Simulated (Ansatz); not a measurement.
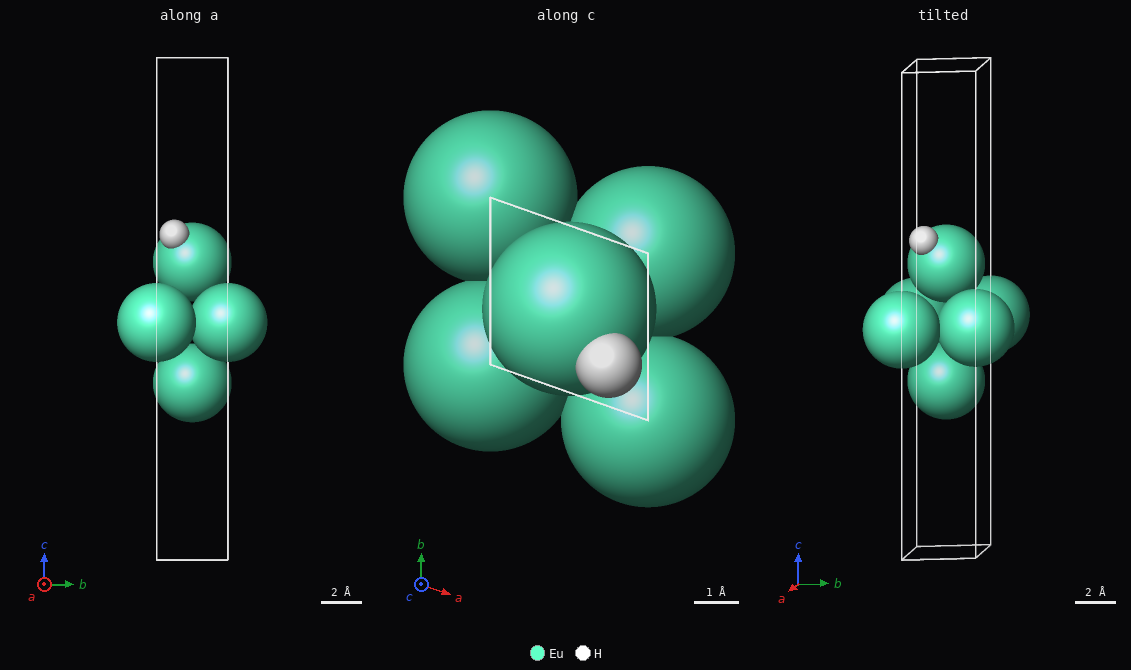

Structure drawing (space-filling), viewed along the a axis, along the c axis and slightly off an axis. Thin lines show the simulation cell, with boundary atoms drawn in all their periodic places. Cell: a = 3.798 Å, b = 3.798 Å, c = 25.201 Å, α = 90.00°, β = 90.00°, γ = 109.47°.

- The stoichiometry is Eu₃H.
- With Z = 1, the cell contains 3 Eu, 1 H.
- H is linked to one Eu at about 2.1 Å. Eu takes three kinds of site: one a cell with no bonds drawn; one a cell with no bonds drawn; one a cell with one H at about 2.1 Å.

The model was built from the standard structure of this compound; a slab was cut from it. The atoms were relaxed in a fixed cell with DFT PBE, scalar-relativistic, plane waves, PAW (Ansatz 0.2.0), but for one held in place.

At this level of theory the cell isn't at rest (forces up to 0.9 eV/Å), so its distances can differ from those at equilibrium, the more so the softer the solid.
